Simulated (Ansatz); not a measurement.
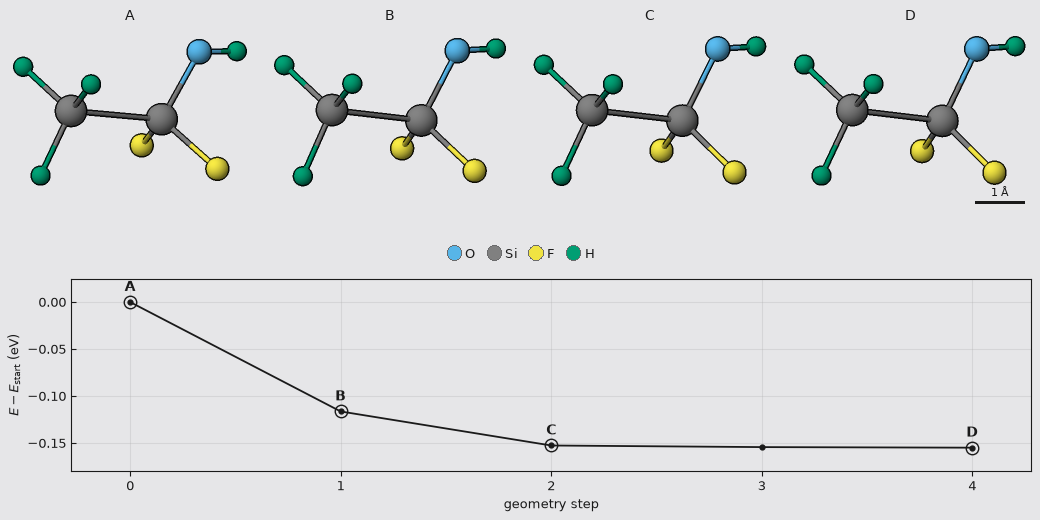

Frames of a relaxation of Si2H4OF2 (coarse preliminary run), marked on the history of the run. A ball-and-stick model, seen at a tilt.

The start comes from a force field.

Theory: RKS PBE-D4/def2-SVP in Ansatz 0.2.0. (force threshold 0.03 eV/Å; at most 200 steps)

What happens along the run?

Answer. After 4 geometry steps the energy has fallen by 0.155 eV. Largest force component: 1.5 eV/Å at the start, 0.029 eV/Å at the end. The largest move after the best rigid fit is that of an F atom, 0.12 Å. Largest moves by element: F 0.12 Å, H 0.12 Å, O 0.08 Å, Si 0.04 Å. Some distances before and after: O–Si 1.610 → 1.655 Å, F–Si 1.598 → 1.634 Å, H–Si 1.538 → 1.502 Å, H–Si 1.470 → 1.503 Å. Among the angles between lasting bonds that change: O–Si–Si 114.5° → 109.0°, O–Si–F 104.9° → 110.3°, O–Si–F 105.9° → 110.3°. The run took roughly 12 core-seconds on a shared host. From step 0 to 1: F atoms move most (0.08 Å), energy −0.116 eV. From step 1 to 2: an F atom moves most (0.05 Å), energy −0.036 eV. From step 2 to 4: an H atom moves most (0.02 Å), energy −0.002 eV.

| step | E − E(0), eV | largest force component, eV/Å |
| --- | --- | --- |
| 0 | 0.0000 | 1.4738 |
| 1 | -0.1163 | 0.7680 |
| 2 | -0.1525 | 0.1458 |
| 3 | -0.1543 | 0.0785 |
| 4 | -0.1549 | 0.0289 |
